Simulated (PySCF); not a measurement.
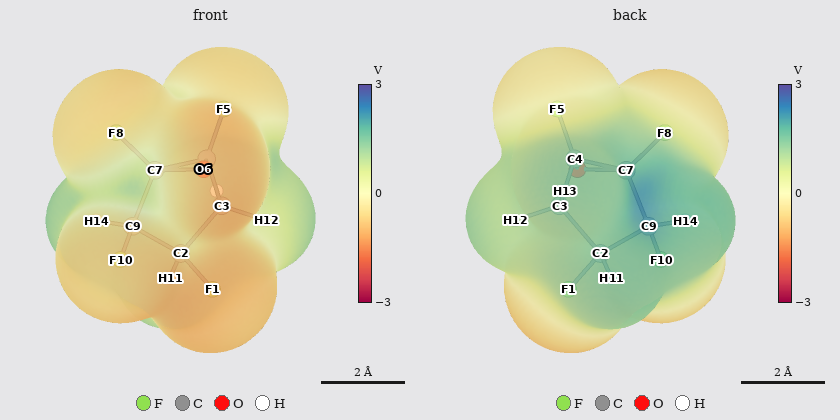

The picture shows: C₅H₄F₄O. The electrostatic potential painted on the density surface at 0.002 e/bohr³, seen from the front and from behind; red is negative and blue positive.

Geometry: GFN2-xTB, MD frame at 250 fs, 200 K.

Theory: PySCF, PBE0/pcSseg-1, SCF density, gas phase, non-relativistic.

```yaml
atoms:
  - { symbol: F, position_ang: [-1.4380, 0.1849, 1.5272] }
  - { symbol: C, position_ang: [-1.1161, 0.3441, 0.1696] }
  - { symbol: C, position_ang: [-0.6230, -1.0749, -0.3246] }
  - { symbol: C, position_ang: [0.8735, -0.9202, -0.3274] }
  - { symbol: F, position_ang: [1.5717, -1.8162, -0.9893] }
  - { symbol: O, position_ang: [1.5071, -0.4043, 0.8142] }
  - { symbol: C, position_ang: [1.2485, 0.4765, -0.1984] }
  - { symbol: F, position_ang: [2.3047, 1.0641, -0.7849] }
  - { symbol: C, position_ang: [0.0509, 1.3547, -0.0305] }
  - { symbol: F, position_ang: [0.0785, 2.1829, 1.0275] }
  - { symbol: H, position_ang: [-2.0451, 0.5736, -0.2939] }
  - { symbol: H, position_ang: [-1.0258, -1.8893, 0.3433] }
  - { symbol: H, position_ang: [-0.9437, -1.3734, -1.3523] }
  - { symbol: H, position_ang: [-0.0898, 1.9231, -0.9648] }
```

Q: Describe the electrostatic potential map.

A: The most negative region (about −1.2 V) lies over F1, O6 and F10, the most positive (about +2.2 V) over C2, C3 and C9.
